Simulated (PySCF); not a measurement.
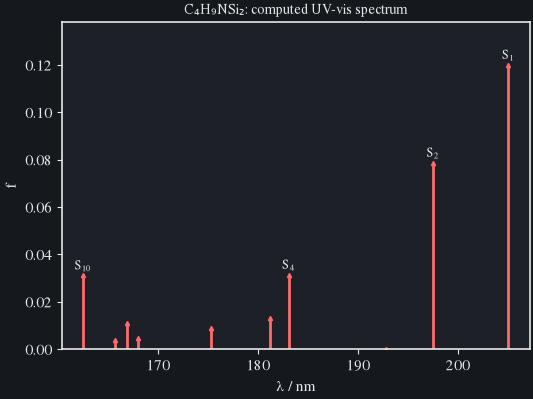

Computed absorption of C₄H₉NSi₂, SMILES N#C[C@@H]1C[Si@@H]1C[SiH3]. Vertical TDDFT excitations, PBE0/def2-SVPD, PySCF, at a PBE0-D3(BJ)/def2-SVP geometry (no frequency check), gas phase. The lowest 10 singlet states are shown.

Does any vertical transition fall in the visible?

Answer. No singlet lies below 3.1 eV (beyond 400 nm), so at this level no vertical transition falls in the visible.

Which of the computed transitions is the brightest, and what character does the calculation give it?

Answer. S1 at 6.05 eV (205 nm), f = 0.120, mainly HOMO → LUMO (72 %).

Where is the lowest singlet, and is it bright?

Answer. S1 lies at 6.05 eV (205 nm) with f = 0.120, mainly HOMO → LUMO (72 %); it is bright.

Note: states above the negative HOMO energy depend on the basis; one conformer of a flexible molecule; core orbitals are frozen in the response.
